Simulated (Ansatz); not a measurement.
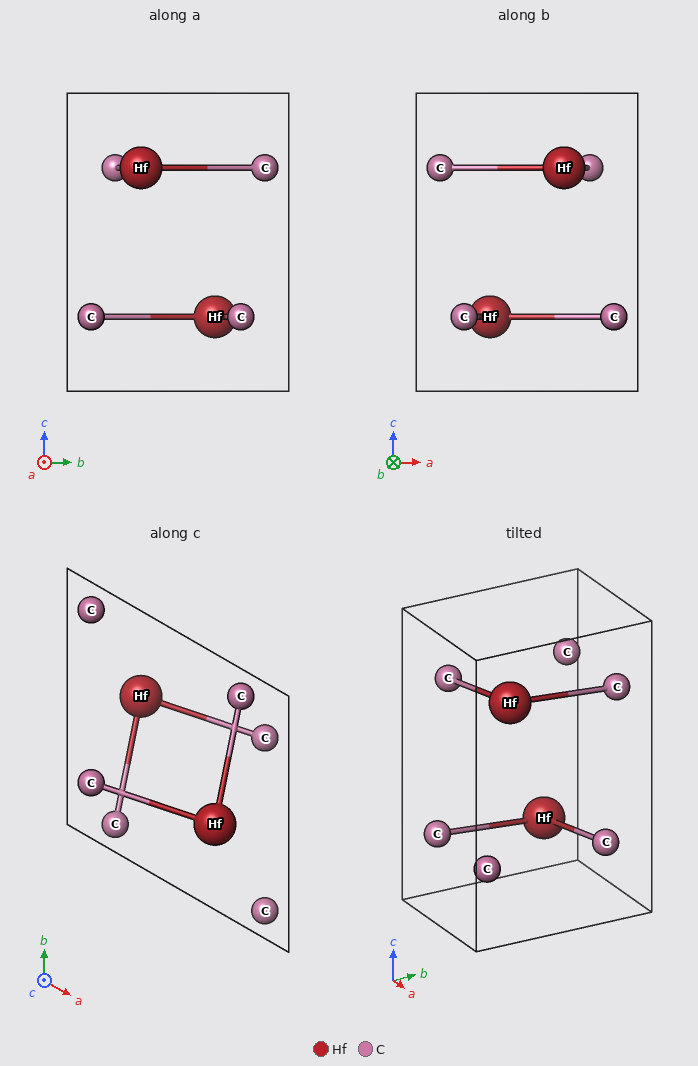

Crystal structure, ball-and-stick style, seen along the a axis, along the b axis, along the c axis and slightly off an axis. The wireframe shows the conventional unit cell.

Lattice parameters: a = 4.4494 Å, b = 4.4494 Å, c = 5.1767 Å, α = 90.000°, β = 90.000°, γ = 120.000°.

Question: Put the structure into a CIF with its space group and independent sites, with free fractional coordinates to two decimals.

Answer:
```cif
data_structure
_symmetry_space_group_name_H-M 'P 63/m m c'
_symmetry_Int_Tables_number 194
_cell_length_a 4.4494
_cell_length_b 4.4494
_cell_length_c 5.1767
_cell_angle_alpha 90.000
_cell_angle_beta 90.000
_cell_angle_gamma 120.000
_cell_volume 88.75
loop_
_atom_site_label
_atom_site_type_symbol
_atom_site_symmetry_multiplicity
_atom_site_Wyckoff_symbol
_atom_site_fract_x
_atom_site_fract_y
_atom_site_fract_z
_atom_site_occupancy
Hf1 Hf 2 c 0.3333 0.6667 0.25 1
C1 C 6 h 0.89 0.78 0.25 1
```

The model was built from a structure type filled with these elements by a generator (whether the compound takes this form wasn't checked). The geometry was optimised with DFT PBE, scalar-relativistic, plane waves, PAW in Ansatz.
